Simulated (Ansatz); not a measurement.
# (KF)1(LiCl)3 [001] superlattice, started as rocksalt type: relaxing the cell for a phonon run

Aim: bring (KF)1(LiCl)3 [001] superlattice, started as rocksalt type to small forces and stress, as phonons need.

Program: Ansatz 0.2.0. Level of theory: DFT LDA, scalar-relativistic, plane waves, PAW. Results are calculated unless marked as measured.

The structure was built from a prototype and need not be the compound's stable phase.

### 1. The structure

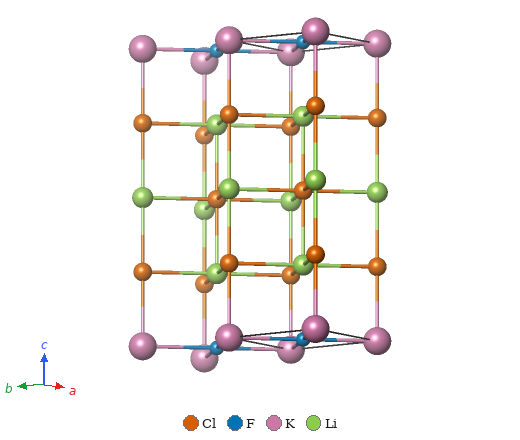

The cell as given, from a free direction (chlorine orange, fluorine blue, potassium pink, lithium green). 1×2×1 cells are drawn. Some periodic images of atoms are drawn too.

As a file:

```cif
data_structure
_symmetry_space_group_name_H-M 'P 1'
_symmetry_Int_Tables_number 1
_cell_length_a 3.6717
_cell_length_b 3.6717
_cell_length_c 10.3850
_cell_angle_alpha 90.000
_cell_angle_beta 90.000
_cell_angle_gamma 90.000
_cell_volume 140.00
loop_
_atom_site_label
_atom_site_type_symbol
_atom_site_fract_x
_atom_site_fract_y
_atom_site_fract_z
_atom_site_occupancy
Cl1 Cl 0.00000 0.00000 0.25000 1
Cl2 Cl 0.50000 0.50000 0.50000 1
Cl3 Cl 0.00000 0.00000 0.75000 1
F4 F 0.50000 0.50000 0.00000 1
K5 K 0.00000 0.00000 0.00000 1
Li6 Li 0.50000 0.50000 0.25000 1
Li7 Li 0.00000 0.00000 0.50000 1
Li8 Li 0.50000 0.50000 0.75000 1
```

### 2. Probe on a coarse mesh

A quick single point on a coarse mesh tells whether the cell has a gap and how far it is from rest, which sets the k mesh and smearing that follow.

The input, input.yaml:

```yaml
crystal:
  lattice:
    - [2.59625, 2.59625, 0.0]
    - [-2.59625, 2.59625, 0.0]
    - [0.0, 0.0, 10.385]
  atoms:
    - { symbol: Cl, position: [0.0, 0.0, 0.25] }
    - { symbol: Cl, position: [0.5, 0.5, 0.5] }
    - { symbol: Cl, position: [0.0, 0.0, 0.75] }
    - { symbol: F, position: [0.5, 0.5, 0.0] }
    - { symbol: K, position: [0.0, 0.0, 0.0] }
    - { symbol: Li, position: [0.5, 0.5, 0.25] }
    - { symbol: Li, position: [0.0, 0.0, 0.5] }
    - { symbol: Li, position: [0.5, 0.5, 0.75] }
kpoints:
  mp_grid: { grid: [6, 6, 2] }
hamiltonian:
  xc: lda
scf:
  occupations: { method: gaussian, width: 0.1 }
output:
  forces: true
  stress: true
  eigenvalues: true
```

Run with:

```bash
ansatz run input.yaml --threads 4 --pin off --max-ram 14336MiB --backend cpu --events-out ev --progress --plain --runs-dir out
```

Numbers of over 12 decimals in the logs are rounded to 6 here.

Log:

```text
Engine: ansatz 0.2.0, aarch64-unknown-linux-gnu
Pseudopotentials: kind: paw
Pseudopotential: Cl, paw, valence charge 7, recommended cutoff 420 eV (normal), Cl.paw.azcp
Pseudopotential: F, paw, valence charge 7, recommended cutoff 420 eV (normal), F.paw.azcp
Pseudopotential: K, paw, valence charge 9, recommended cutoff 420 eV (normal), K.paw.azcp
[...]
k-point 0: bands = [... 19 lower, 1.0620, 1.2500, 1.2500, 1.4246, 7.0181, 8.6897, 8.7927, 9.2519, ... 3 higher]
  k-point 1: bands = [... 19 lower, 1.1303, 1.1303, 1.1805, 1.1805, 7.4586, 7.7279, 9.1902, 9.4615, ... 3 higher]
  k-point 2: bands = [... 19 lower, 0.9284, 0.9853, 1.2532, 1.3617, 7.5695, 8.7246, 8.7941, 9.5749, ... 3 higher]
  k-point 19: bands = [... 19 lower, 0.5955, 0.9529, 1.0443, 1.0443, 9.0932, 9.1245, 9.6806, 9.6806, ... 3 higher]
[key lines of the parts left out:]
SCF converged after 7 iterations
Free energy (F): -6040.314506 eV
Fermi energy:    4.221352 eV
P = ⅓ Tr σ = -1.1704 GPa (-11.704 kbar)
```

Run time: 1.3 s. Hardware: 4 threads of Arm Neoverse V2, shared host; peak memory 0.43 GiB.

A gap read on the k-mesh alone can miss the band edges.

This step gave:

* pressure: -1.170 GPa
* gap on the k-mesh: 5.594 eV
* volume per atom: 17.50 Å³
* direct gap on mesh: 5.594 eV

The coarse mesh shows a gap of 5.59 eV and a pressure of -1.2 GPa.

### 3. Rough relaxation

The start is far from rest, so a relaxation with loose tolerances brings it close first.

Edit input.yaml of step 2 so:

```diff
@@ -24 +24,6 @@
   eigenvalues: true
+relax:
+  adjacent_minimum: "off"
+  f_tol: 0.05
+  max_steps: 80
+  cell: { stress_tol: 0.5 }
```

Log:

```text
[...]
Crystal: 8 atoms, lattice volume = 140.000 Å³
Basis set: ecut = 420 eV, 2755 PW (Γ)
Bands: 31, of which v1, the nominal top of the filled ones, is band 23 counted from 1 (22 counted from 0)
Symmetry: 16 space group operations
[...]
k-points: 20 of 72
[...]
- [-2.485621, 2.485621, 0.0]
    - [0.0, 0.0, 10.735307]
  atoms:
    - { symbol: Cl, position: [0, 0, 0.271121] }
    - { symbol: Cl, position: [0.500000, 0.500000, 0.5] }
    - { symbol: Cl, position: [0, 0, 0.728879] }
    - { symbol: F, position: [0.500000, 0.500000, 0.0] }
    - { symbol: K, position: [0, 0, 0.0] }
    - { symbol: Li, position: [0.500000, 0.500000, 0.268549] }
    - { symbol: Li, position: [0, 0, 0.5] }
    - { symbol: Li, position: [0.500000, 0.500000, 0.731451] }
[key lines of the parts left out:]
SCF converged after 5 iterations
Free energy (F): -6040.788659 eV
Fermi energy:    4.781531 eV
P = ⅓ Tr σ = 0.0792 GPa (0.792 kbar)
```

The job ended after 8 s (4 threads; peak memory 0.46 GiB).

Step by step:

```csv
step,energy less that of the first step (eV),largest force component (eV/Å),pressure (GPa),volume (Å³)
1,0.0000,1.5210,-1.17,140.00
2,-0.4027,0.1553,-0.96,134.72
3,-0.4484,0.1141,0.06,131.50
4,-0.4741,0.0258,0.50,131.14
5,-0.4767,0.0355,0.12,132.65
6*,-0.4742,0.0355,0.08,132.65
```

Relaxation steps marked * repeat the geometry before them on a plane-wave basis chosen anew for their cell, so energy and pressure can jump there.

The run keeps the 16 symmetry operations that it works with, so distortions that break them were not tested.

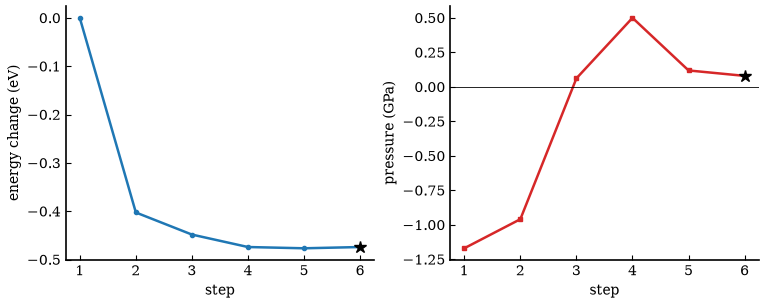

Energy and pressure along the relaxation. Stars mark steps on a basis chosen anew.

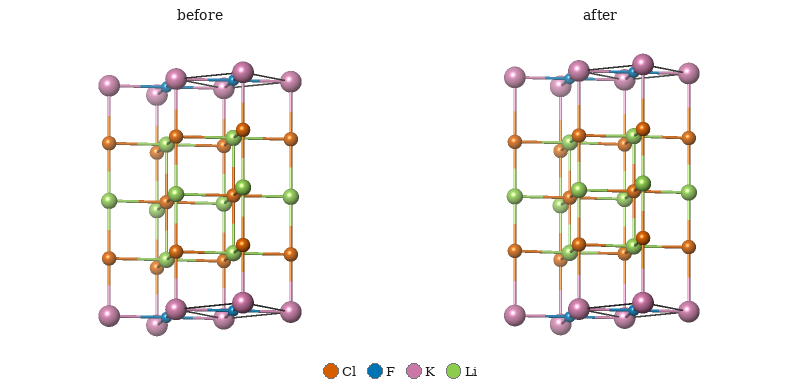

The structure before and after the relaxation, drawn at the same scale.

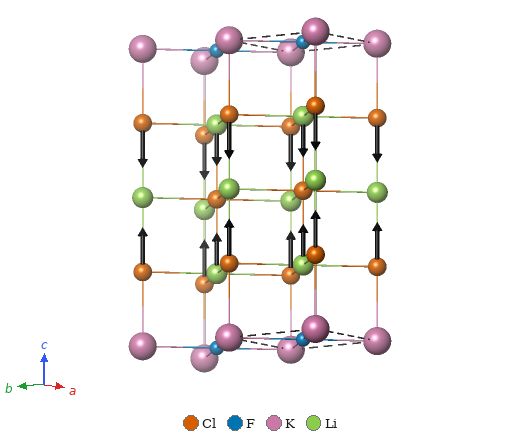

Displacements in the relaxation, exaggerated, measured against the changing cell; the longest in the cell stands for 0.23 Å. 1×2×1 cells are drawn. Some periodic images of atoms are drawn too.

```csv
"conventional cell, symmetrised",before,after,change
a (Å),3.672,3.515,-4.3 %
b (Å),3.672,3.515,-4.3 %
c (Å),10.385,10.735,+3.4 %
volume (Å³/atom),17.50,16.58,-5.2 %
```

The atoms that moved most (Å, as changes of fractional coordinates times the final cell):

```csv
atom,dx,dy,dz,length
Cl1,0.000,0.000,0.227,0.227
Cl3,0.000,0.000,-0.227,0.227
Li6,0.000,0.000,0.199,0.199
Li8,0.000,0.000,-0.199,0.199
```

Final coordinates:

```cif
data_structure
_symmetry_space_group_name_H-M 'P 1'
_symmetry_Int_Tables_number 1
_cell_length_a 3.5152
_cell_length_b 3.5152
_cell_length_c 10.7353
_cell_angle_alpha 90.000
_cell_angle_beta 90.000
_cell_angle_gamma 90.000
_cell_volume 132.65
loop_
_atom_site_label
_atom_site_type_symbol
_atom_site_fract_x
_atom_site_fract_y
_atom_site_fract_z
_atom_site_occupancy
Cl1 Cl 0.00000 0.00000 0.27112 1
Cl2 Cl 0.50000 0.50000 0.50000 1
Cl3 Cl 0.00000 0.00000 0.72888 1
F4 F 0.50000 0.50000 0.00000 1
K5 K 0.00000 0.00000 0.00000 1
Li6 Li 0.50000 0.50000 0.26855 1
Li7 Li 0.00000 0.00000 0.50000 1
Li8 Li 0.50000 0.50000 0.73145 1
```

This step gave:

- pressure: 0.07916 GPa
- gap on the k-mesh: 5.983 eV
- volume per atom: 16.58 Å³
- direct gap on mesh: 5.983 eV

In this step the volume went from 17.50 to 16.58 Å³/atom.

### 4. Bringing the structure to rest

Harmonic phonons are second derivatives at a point where the forces vanish, and they are wanted at zero stress, so atoms and cell are relaxed first.

The input, input.yaml:

```yaml
crystal:
  lattice:
    - [2.4856208241, 2.4856208241, 0.0]
    - [-2.4856208241, 2.4856208241, 0.0]
    - [0.0, 0.0, 10.7353072977]
  atoms:
    - { symbol: Cl, position: [0.0, 0.0, 0.2711209363] }
    - { symbol: Cl, position: [0.5, 0.5, 0.5] }
    - { symbol: Cl, position: [0.0, 0.0, 0.7288790637] }
    - { symbol: F, position: [0.5, 0.5, 0.0] }
    - { symbol: K, position: [0.0, 0.0, 0.0] }
    - { symbol: Li, position: [0.5, 0.5, 0.2685485886] }
    - { symbol: Li, position: [0.0, 0.0, 0.5] }
    - { symbol: Li, position: [0.5, 0.5, 0.7314514114] }
kpoints:
  mp_grid: { grid: [6, 6, 2] }
hamiltonian:
  xc: lda
scf:
  occupations: { method: gaussian, width: 0.02 }
output:
  forces: true
  stress: true
  eigenvalues: true
  write_density: true
  write_potential: true
  elf: true
  volumetric_format: npy
relax:
  adjacent_minimum: "off"
  f_tol: 0.005
  max_steps: 80
  cell: { stress_tol: 0.05 }
```

Log:

```text
[...]
Crystal: 8 atoms, lattice volume = 132.652 Å³
Basis set: ecut = 420 eV, 2591 PW (Γ)
Bands: 31, of which v1, the nominal top of the filled ones, is band 23 counted from 1 (22 counted from 0)
Symmetry: 16 space group operations
[...]
k-points: 20 of 72
[...]
SCF iter   1: F=—  HF=-6040.838665 eV  |F-HF|=—  |Δ(HF+E_count)|=         —  Δρ=1.14e-2  dr2=1.34e-1  ethr=1.77e-3  ⟨swp⟩=7.7  Hψ=2974  notcnv=0
[...]
SCF iter   7: F=-6040.788659 eV  HF=-6040.788659 eV  |F-HF|=8.80e-9  |Δ(HF+E_count)|=   1.18e-8  Δρ=2.86e-6  dr2=1.82e-8  ethr=2.17e-10  ⟨swp⟩=12.8  Hψ=4076  notcnv=0
SCF 1 converged in 7 iterations: F = -6040.788659 eV  dr2 = 1.82e-8
[...]
relax step   1: F+E_penalty+E_count = -6040.78865945 eV  Δ(F+E_penalty+E_count) = +0.000e0 eV  max|allowed force component| = 3.551e-2 eV/Å  Δτ_max = 0.0000 Å  P = +0.079 GPa  Ω = 132.652 Å³  (7 SCF iters, dr2 threshold 1.00e-7 eV, accepted)
Crystal: 8 atoms, lattice volume = 133.213 Å³
Basis set: ecut = 420 eV, 2593 PW (Γ)
[...]
SCF iter   5: F=-6040.788697 eV  HF=-6040.788697 eV  |F-HF|=1.87e-8  |Δ(HF+E_count)|=   4.60e-8  Δρ=8.08e-6  dr2=6.27e-8  ethr=4.13e-10  ⟨swp⟩=9.2  Hψ=3853  notcnv=0
SCF 2 converged in 5 iterations: F = -6040.788697 eV  dr2 = 6.27e-8
relax step   2: F+E_penalty+E_count = -6040.78869676 eV  Δ(F+E_penalty+E_count) = -3.730e-5 eV  max|allowed force component| = 3.151e-2 eV/Å  Δτ_max = 0.0146 Å  P = -0.033 GPa  Ω = 133.213 Å³  energy of the carried Pulay correction = -4.622e-4 eV  (5 SCF iters, dr2 threshold 1.90e-7 eV, accepted)
Crystal: 8 atoms, lattice volume = 133.071 Å³
[...]
SCF iter   4: F=-6040.788998 eV  HF=-6040.788998 eV  |F-HF|=7.73e-9  |Δ(HF+E_count)|=   2.63e-7  Δρ=6.41e-6  dr2=4.58e-8  ethr=1.35e-10  ⟨swp⟩=6.5  Hψ=3823  notcnv=0
SCF 3 converged in 4 iterations: F = -6040.788998 eV  dr2 = 4.58e-8
relax step   3: F+E_penalty+E_count = -6040.78899766 eV  Δ(F+E_penalty+E_count) = -3.009e-4 eV  max|allowed force component| = 7.813e-3 eV/Å  Δτ_max = 0.0051 Å  P = -0.003 GPa  Ω = 133.071 Å³  energy of the carried Pulay correction = -3.449e-4 eV  (4 SCF iters, dr2 threshold 6.20e-8 eV, accepted)
[...]
relax step   4: F+E_penalty+E_count = -6040.78902875 eV  Δ(F+E_penalty+E_count) = -3.109e-5 eV  max|allowed force component| = 2.168e-3 eV/Å  Δτ_max = 0.0012 Å  P = +0.000 GPa  Ω = 133.071 Å³  energy of the carried Pulay correction = -3.451e-4 eV  (5 SCF iters, dr2 threshold 3.82e-9 eV, accepted)
[...]
SCF iter   4: F=-6040.789340 eV  HF=-6040.789340 eV  |F-HF|=2.36e-11  |Δ(HF+E_count)|=   2.09e-9  Δρ=1.93e-7  dr2=5.79e-11  ethr=1.00e-12  ⟨swp⟩=4.6  Hψ=2950  notcnv=0
SCF 5 converged in 4 iterations: F = -6040.789340 eV  dr2 = 5.79e-11
relax step   5: F+E_penalty+E_count = -6040.78933961 eV  Δ(F+E_penalty+E_count) = -3.109e-4 eV  max|allowed force component| = 2.164e-3 eV/Å  Δτ_max = 0.0000 Å  P = +0.005 GPa  Ω = 133.071 Å³  stress off target by 4.33e-2 GPa  SCF on the basis re-selected at this cell (its energy is not comparable with the rows above)  (4 SCF iters)
basis re-selected at this cell: Δ(F+E_penalty+E_count) = -3.109e-4 eV, ΔP = +0.005 GPa vs the last step (what re-selecting the basis moved, of the pressure what is left beyond the Pulay correction that the steps carried, after the strain that the cell walked since its last selection, with what the two solves' SCF thresholds leave and, on support functions, any second-order correction that the steps lacked; it is no measure of the basis error at this ecutwfc). The dense FFT grid was sized anew with the basis: this SCF ran on 24×24×75 points, the steps before it on 24×24×72, so part of this shift can come from that change (see relax.cell in the input reference). [rest of the remark cut]
SCF converged after 4 iterations
Free energy (F): -6040.789340 eV
[...]
Internal energy: -6040.789340 eV  (E = F + TS)
E sigma→0 (E₀):  -6040.789340 eV
Fermi energy:    4.747697 eV
[...]
--- Forces (eV/Å), atoms counted from 1 ---
  atom   1  Cl    -0.00000000     0.00000000    -0.00216438
  atom   2  Cl    -0.00000000     0.00000000     0.00000000
  atom   3  Cl    -0.00000000     0.00000000     0.00216438
  atom   4  F      0.00000000    -0.00000000     0.00000000
  atom   5  K      0.00000000    -0.00000000     0.00000000
  atom   6  Li     0.00000000    -0.00000000    -0.00045350
  atom   7  Li     0.00000000    -0.00000000     0.00000000
  atom   8  Li     0.00000000    -0.00000000     0.00045350
  max |Σ_I F_I| component: 3.35e-29 eV/Å
--- Stress (GPa, compression-positive) ---
       -0.014058      -0.000000       0.000000
       -0.000000      -0.014058       0.000000
        0.000000       0.000000       0.043346
  P = ⅓ Tr σ = 0.0051 GPa (0.051 kbar)
--- Band table (eV; the first three rows and the last of 20) ---
  k-point 0: bands = [... 19 lower, 1.6617, 1.7002, 1.7694, 1.7694, 7.7259, 9.2935, 9.8389, 9.9889, ... 4 higher]
  k-point 1: bands = [... 19 lower, 1.6800, 1.6800, 1.7486, 1.7486, 8.0720, 8.6080, 9.9903, 10.1133, ... 4 higher]
  k-point 2: bands = [... 19 lower, 1.5076, 1.5853, 1.6596, 1.7326, 8.2519, 9.2354, 9.8640, 10.0474, ... 4 higher]
  k-point 19: bands = [... 19 lower, 0.9704, 1.2671, 1.7275, 1.7275, 9.6671, 9.7801, 10.0844, 10.0844, ... 4 higher]
--- Relaxed structure (4 steps of the walk, 4 accepted, 1 SCFs on fresh bases) ---
[...]
cell:  # Å, volume = 133.0709 Å³
    - [2.484619, 2.484619, 0.0]
    - [-2.484619, 2.484619, 0.0]
    - [0.0, 0.0, 10.777881]
  atoms:
    - { symbol: Cl, position: [0, 0, 0.271892] }
    - { symbol: Cl, position: [0.500000, 0.500000, 0.500000] }
    - { symbol: Cl, position: [0, 0, 0.728108] }
    - { symbol: F, position: [0.500000, 0.500000, 0] }
    - { symbol: K, position: [0, 0, 0] }
    - { symbol: Li, position: [0.500000, 0.500000, 0.269187] }
    - { symbol: Li, position: [0, 0, 0.500000] }
    - { symbol: Li, position: [0.500000, 0.500000, 0.730813] }
```

It took 5.9 s on 4 threads; peak memory 0.46 GiB; 21 s of CPU time.

Relaxation path:

```csv
step,energy less that of the first step (eV),largest force component (eV/Å),pressure (GPa),volume (Å³)
1,0.0000,0.0355,0.08,132.65
2,0.0000,0.0315,-0.03,133.21
3,-0.0003,0.0078,0.00,133.07
4,-0.0004,0.0022,0.00,133.07
5*,-0.0007,0.0022,0.01,133.07
```

Relaxation steps marked * repeat the geometry before them on a plane-wave basis chosen anew for their cell, so energy and pressure can jump there.

The run keeps the 16 symmetry operations that it works with, so distortions that break them were not tested.

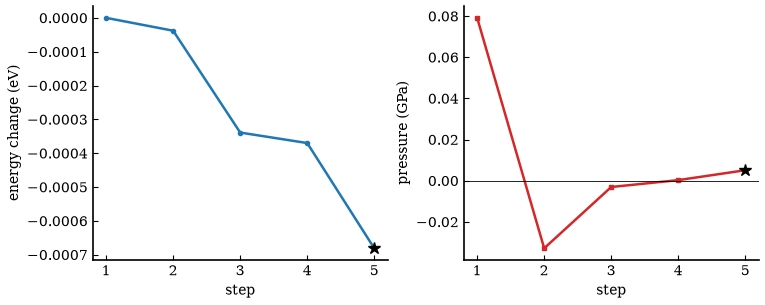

Energy and pressure along the relaxation. Stars mark steps on a basis chosen anew.

```csv
"conventional cell, symmetrised",before,after,change
a (Å),3.515,3.514,-0.0 %
b (Å),3.515,3.514,-0.0 %
c (Å),10.735,10.778,+0.4 %
volume (Å³/atom),16.58,16.63,+0.3 %
```

Numbers from this step:

* pressure: 0.005077 GPa
* gap on the k-mesh: 5.957 eV
* volume per atom: 16.63 Å³
* direct gap on mesh: 5.957 eV

(Continued in part 2 of 2.)

[Logs are printed without paths, hosts, clocks, repeated set-up lines and the standing remarks that a program may print on its own settings, such as how far it seeks lower states.]

[Hosts, paths, dates, database ids (printed as entryN), source tags and the programs' standing remarks are cut or masked in the printed files.]
